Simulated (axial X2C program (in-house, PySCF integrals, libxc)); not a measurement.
# FTaF: bond lengths and stretches, held linear

How do method and spin–orbit coupling move the bonds and stretches of FTaF, held linear?

The runs use an in-house X2C program for linear molecules on PySCF integrals; all-electron X2C, two-component (2c) or spin-free, F dyall-av3z, Ta dyall-v3z.

All values are calculated.

2 further runs of the same task are left out: 2 set aside as unsound or not needed.

**1. Set-up**

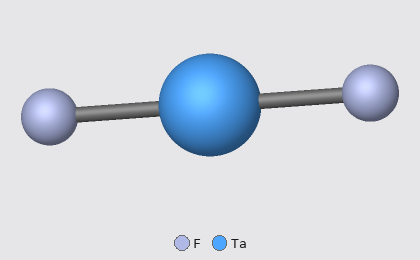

The atoms on one line, bonds 2.100 and 2.100 Å (fluorine light blue, tantalum blue).

File task.json:

```json
{"zs": [9, 73, 9], "q": 0, "bas": ["dyall-av3z", "dyall-v3z", "dyall-av3z"], "r0": [2.1, 2.1], "symm": 1, "scan": ["PBE0", "HF", "LDA"], "levels": ["PBE0", "HF", "B3LYP"], "nst": 2}
```

Keys: zs atomic numbers; q charge; bas basis sets; r0 starting distance in Å; symm equal bonds; scan levels of the two-bond scan (MP2 follows by itself at each HF point); levels methods; nst determinants followed.

Run with:

```sh
$ python solin.py task.json out
```

Masses F 18.998, Ta 180.948, F 18.998 u.

**2. Scan at PBE0, 2c**

State: Ω = 3/2 (beyond evenly filled blocks: ω = 1/2, ω = -3/2, ω = 5/2). Energies above the lowest point, from the job's result record:

```tsv
r(F–Ta) (Å)	r(Ta–F) (Å)	E (meV)
1.8262	1.8262	80.55
1.8262	1.8730	35.40
1.8262	1.9198	53.69
1.8730	1.8262	35.40
1.8730	1.8730	0.00
1.8730	1.9198	27.07
1.8730	1.9667	103.00
1.9198	1.8262	53.69
1.9198	1.8730	27.07
1.9198	1.9198	62.03
1.9667	1.8730	103.00
1.9667	1.9667	234.64
```

A quadratic surface with cubic terms in each bond gives the minimum at 1.875 and 1.875 Å, force constants 4.5, 4.5 and coupling 0.58 mdyn/Å.

**3. Scan at HF, 2c**

State: Ω = 3/2 (beyond evenly filled blocks: ω = 1/2, ω = -3/2, ω = 5/2). Energies above the lowest point, from the job's result record:

```tsv
r(F–Ta) (Å)	r(Ta–F) (Å)	E (meV)
1.8262	1.8262	134.48
1.8262	1.8730	62.37
1.8262	1.9198	58.30
1.8730	1.8262	62.37
1.8730	1.8730	0.00
1.8730	1.9198	4.68
1.8730	1.9667	62.23
1.9198	1.8262	58.30
1.9198	1.8730	4.68
1.9198	1.9198	17.20
1.9667	1.8730	62.23
1.9667	1.9667	152.90
```

A quadratic surface with cubic terms in each bond gives the minimum at 1.891 and 1.891 Å, force constants 4.48, 4.48 and coupling 0.58 mdyn/Å.

**4. Scan at LDA, 2c**

State: Ω = 3/2 (beyond evenly filled blocks: ω = 1/2, ω = -3/2, ω = 5/2). Energies above the lowest point, from the job's result record:

```tsv
r(F–Ta) (Å)	r(Ta–F) (Å)	E (meV)
1.8262	1.8262	18.21
1.8262	1.8730	4.33
1.8262	1.9198	50.91
1.8730	1.8262	4.33
1.8730	1.8730	0.00
1.8730	1.9198	55.16
1.8730	1.9667	156.49
1.9198	1.8262	50.91
1.9198	1.8730	55.16
1.9198	1.9198	118.02
1.9667	1.8730	156.49
1.9667	1.9667	340.84
```

A quadratic surface with cubic terms in each bond gives the minimum at 1.855 and 1.855 Å, force constants 4.69, 4.69 and coupling 0.57 mdyn/Å.

**5. Comparison**

| level | r(F–Ta) (Å) | r(Ta–F) (Å) | lower stretch (cm⁻¹) | upper stretch (cm⁻¹) |
| --- | --- | --- | --- | --- |
| PBE0, 2c | 1.875 | 1.875 | 650.8 | 673.5 |
| HF, 2c | 1.891 | 1.891 | 649.7 | 672.2 |
| LDA, 2c | 1.855 | 1.855 | 667.9 | 685.3 |
| MP2, 2c | 1.883 | 1.883 | 649.3 | 675.0 |
| PBE0, spin-free | 1.875 | 1.875 | 651.8 | 674.6 |
| HF, spin-free | 1.891 | 1.891 | 650.9 | 673.4 |
| LDA, spin-free | 1.855 | 1.855 | 669.0 | 686.6 |
| MP2, spin-free | 1.883 | 1.883 | 650.3 | 676.5 |

Scans not shown above were run alike.

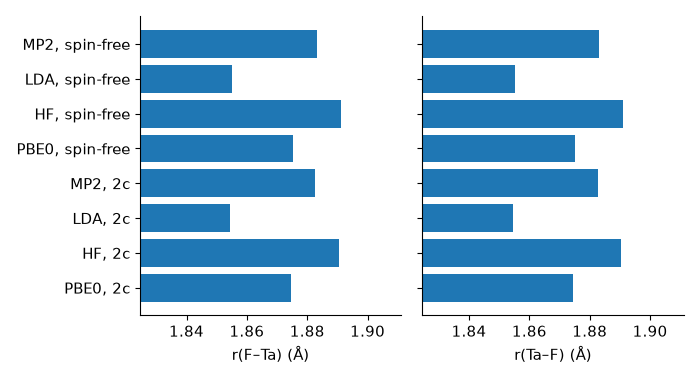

The two bond lengths by level.

**Reading.** Over the levels the F–Ta bond spans 1.855 to 1.891 Å and the Ta–F bond 1.855 to 1.891 Å. At PBE0 spin–orbit coupling leaves both bonds unchanged to 0.001 Å. Each state is one determinant, the lowest of a limited PBE0 search; the stretches come from a fit to few points and are good to some per cent at best. The stretches are sorted by size, and where the two bonds are alike the symmetric and antisymmetric modes can swap order between levels. MP2 freezes inner shells (threshold -2 hartree). The molecule was held linear; bending was not examined, so a bent shape may lie lower. Note: several unpaired electrons, one determinant need not be a pure state.
